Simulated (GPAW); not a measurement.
Consider BeNi (Pm-3m).

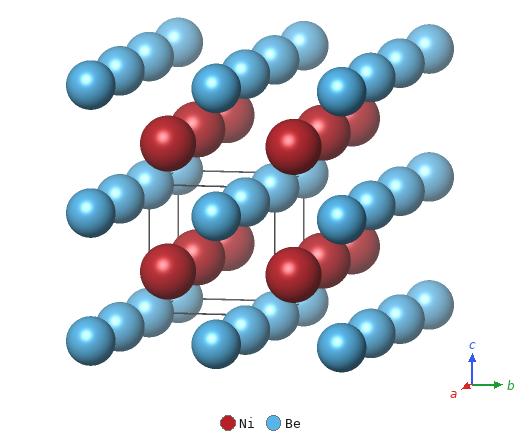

The structure (nickel red, beryllium blue). 3×2×2 cells are drawn. Some periodic images of atoms are drawn too.

```xyz
2
Lattice="2.5870 0.0000 0.0000 0.0000 2.5870 0.0000 0.0000 0.0000 2.5870" Properties=species:S:1:pos:R:3 pbc="T T T"
Ni    1.2935    1.2935    1.2935
Be    0.0000    0.0000    0.0000
```

Absorber: atom 1, with 8 Be at 2.24 Å and 6 Ni at 2.59 Å (cube and octahedron, as in bcc, site symmetry m-3m). Method: GPAW, LDA, excited-electron core hole (neutral cell), 18-atom cell with 5.8 Å between holes, 5×5×5 k points, dipole transitions, Gaussian full width 1.44 eV up to 4 eV, rising linearly to 3.5 eV at 25 eV.

Question: Where do the maxima of the Ni K edge fall?

Main maxima up to 30 eV above the zero (height): 1.2 eV (0.81), 6.2 eV (0.92) and 21.8 eV (2.06). A K edge sees empty p states, which here mix into the lowest empty bands, so that weight starts at the zero. The total-energy difference is 8312.25 eV. The tabulated edge of the element is 8333 eV. The functional leaves an error in such absolute values: in the free atom LDA prices this hole 17.6 eV below PBE (computed apart), and PBE is itself good to a few eV.

The Ni K spectrum (energy from the lowest empty level; intensity scaled to a mean of 1 over the first 20 eV):

```csv
E (eV),intensity
-2.0,0.00
-0.5,0.16
1.0,0.80
2.5,0.69
4.0,0.39
5.5,0.82
7.0,0.86
8.5,0.86
10.0,0.83
11.5,0.77
13.0,0.85
14.5,1.08
16.0,1.42
17.5,1.72
19.0,1.89
20.5,2.00
22.0,2.06
23.5,1.88
25.0,1.38
26.5,0.90
28.0,0.75
29.5,0.82
31.0,0.92
```

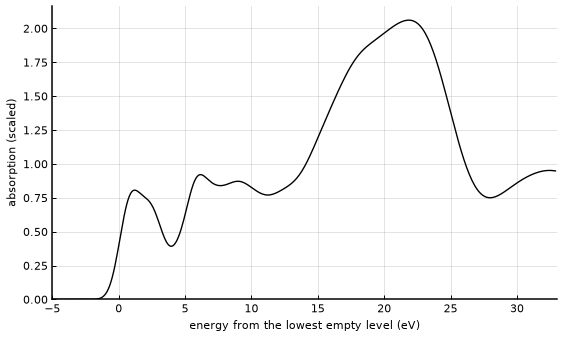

The Ni K edge.

The hole lies in one spin channel, while the script sums the empty states of both and takes the lower zero; where the two channels are split, this blurs and shifts the curve. Quadrupole 1s→3d transitions, which feed the pre-edge, are not in the dipole spectrum. The starting moments shrank to 0.00 μB or less, so this is hardly a magnetic state. The holes are only 5.8 Å apart, so the shape is probably not converged with cell size; no larger cell was run here. Lifetime broadening is put in by hand, and intensities beyond about 20 eV depend on it and on the partial waves. The structure is a computed Materials Project entry and may be a hypothetical form.

[Banner, clock and machine lines of the logs are left out without a mark of their own.]

[Logs are printed without paths, hosts, clocks, repeated set-up lines and the standing remarks that a program may print on its own settings, such as how far it seeks lower states.]

[Hosts, paths, dates, database ids (printed as entryN), source tags and the programs' standing remarks are cut or masked in the printed files.]

[Lists of maxima count a maximum above −3 eV only where it reaches 4 % of the highest in the window and stands out from its surroundings by 2 % of it (1.5 % where it reaches 55 %); shoulders and weaker maxima are passed over, and of the rest the first, up to two pre-edge ones and the few strongest are named.]
